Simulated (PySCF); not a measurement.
# CF+: bond curves at several levels of theory

Aim: find the lowest electronic state of CF+, scan its bond at several levels of theory, and get bond length, wavenumber and dissociation energy from each curve.

Program: PySCF 2.14.0. Level of theory: C pcseg-2, F pcseg-2, no relativity. These are calculated values, not measurements.

### 1 Set-up

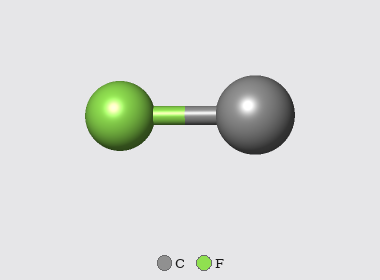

The two atoms at the starting distance (carbon grey, fluorine green).

A driver script around PySCF takes these settings:

| Property | Result |
| --- | --- |
| atoms | C, F |
| charge | 1 |
| basis | C pcseg-2, F pcseg-2 |
| Hamiltonian | no relativity |
| basis functions | 60 |
| electrons treated | 14 |
| masses in u | 12.0000, 18.9984 |
| levels | PBE0, PBE, r²SCAN, B97-3, TPSSh, M06, ωB97X, HF, MP2, SCS-MP2, CCSD, CCSD(T) |
| grid | 80 radial by 434 angular points |
| occupations | held fixed by the projection of orbital angular momentum |
| dissociation limit | C+ + F, each in its ground configuration |
| starting distance in angstrom | 1.425 |
| values of 2S to try | 0, 2 |

On the command line:

```bash
OMP_NUM_THREADS=1 python dia.py task.json out
```

Further steps of the session: The PBE0 curve of the state that the search chose; Other states along the same grid; PBE (GGA); r²SCAN (meta-GGA); B97-3; TPSSh (hybrid meta-GGA); M06; ωB97X; RHF; Correlated methods on the Hartree–Fock reference.

What does the calculation give? Wanted: for each run, Re; ωe; De; μ.

The runs gave:

Lowest PBE0 solution found, without spin–orbit coupling: ¹Σ⁺ (singlet), closed shell. State 2 has its PBE0 minimum 4.35 eV higher. The other levels ran on the lowest alone.

```csv
level,Re (Å),ωe (cm⁻¹),De (eV),μ (D)
RHF,1.131,1977,5.48,-1.24
RHF-MP2,1.156,1819,8.10,n/a
RHF-SCS-MP2,1.155,1826,7.82,n/a
RHF-CCSD,1.154,1832,7.47,n/a
RHF-CCSD(T),1.161,1783,7.72,n/a
PBE,1.169,1707,8.52,-0.96
r²SCAN,1.158,1774,8.10,-0.96
TPSSh,1.160,1764,7.87,-1.00
PBE0,1.152,1820,8.00,-1.01
B97-3,1.151,1830,7.99,-1.00
M06,1.149,1852,8.12,-1.03
ωB97X,1.154,1820,7.97,-1.02
```

De is counted to C+ + F in their ground configurations. A positive dipole points from C to F; in an ion it is taken about the centre of mass and does not tell which atom is negative.

What this shows: Bond lengths run from 1.131 Å (RHF) to 1.169 Å (PBE). Of the levels with a De here, RHF gives the least (5.48 eV) and PBE the most (8.52 eV).

Correlated steps freeze 2 core orbitals. T1 is 0.021 near the minimum (highest on the curve 0.034), which may point to more than one leading configuration.
